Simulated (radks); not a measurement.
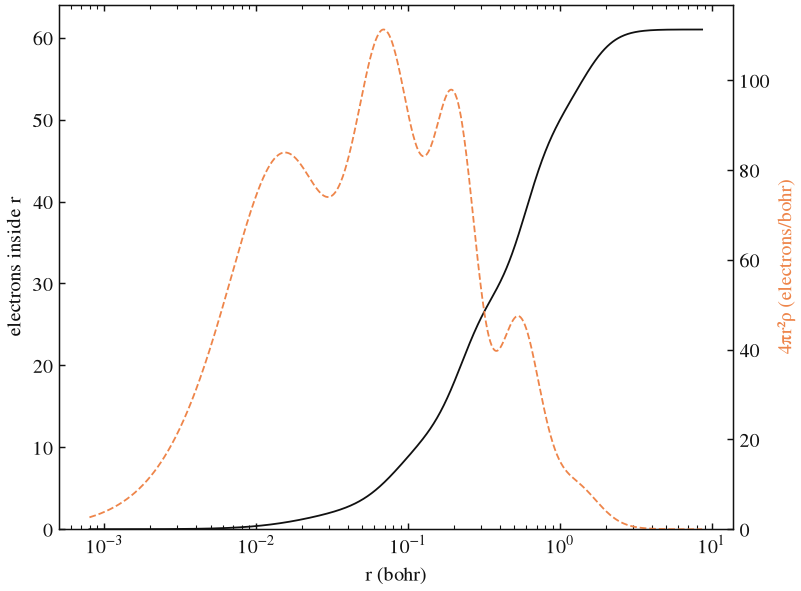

System: the europium ion Eu²⁺, configuration [Xe] 4f6 5d1 (high spin). Computed with the in-house radial solver radks: scalar-relativistic Kohn-Sham, exchange-only PBE, spin-polarised, spherical densities, finite nucleus.

The plot shows the number of electrons inside radius r (solid) and the radial density 4πr²ρ (dashed).

Describe it and give its main numbers.

The count levels off at 61 electrons. Half of them lie within 0.411 bohr, 90 % within 1.42 bohr and 99 % within 2.72 bohr. The radial density has minima at 0.0296, 0.126 and 0.380 bohr, where the count stands at 1.9, 11.1 and 29.3; these part the shells that the density resolves.
